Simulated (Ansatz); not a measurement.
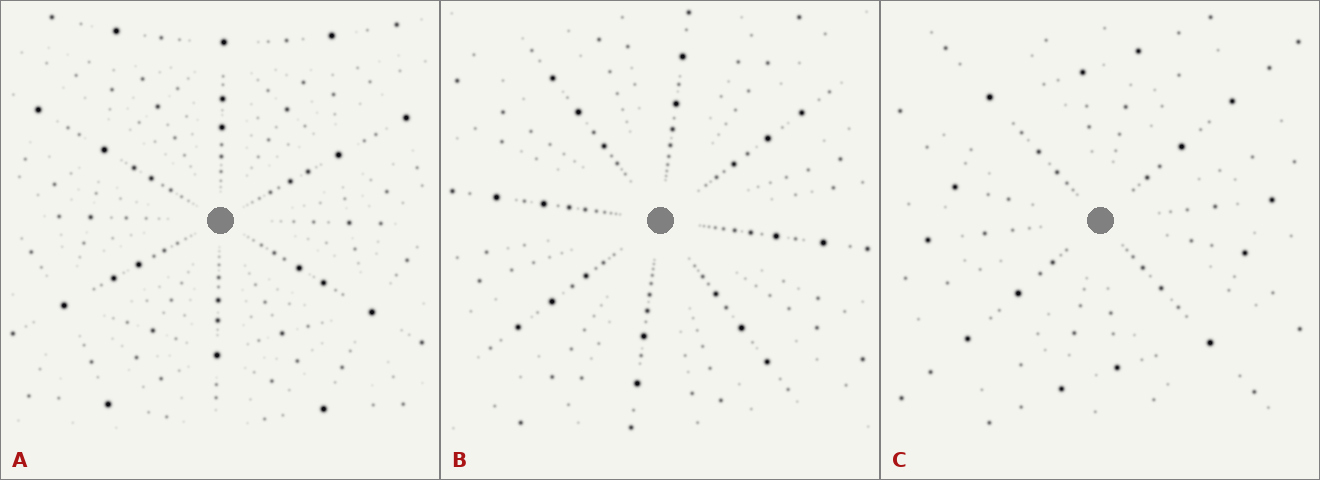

Simulated back-reflection Laue patterns (white X-rays, 0.45 to 2.2 Å, flat plate covering ±45° about the beam, kinematic intensities, seen from the source). Crystal: BeBPd3, space group Pm-3m (No. 221), a = 4.09 Å. Structure: coordinates from a relaxation with DFT PBE, scalar-relativistic, plane waves, PAW in Ansatz 0.2.0; the starting structure was generated, so it need not be a known form of this composition.

The directions [001], [110], [111] point towards the source, in some order. Which is which?

Answer. A: [111], symmetry 3m (a threefold axis with three mirror lines). B: [001], symmetry 4mm (a fourfold axis with mirror lines). C: [110], symmetry 2mm (a twofold axis with two mirror lines). The Laue class is m-3m.
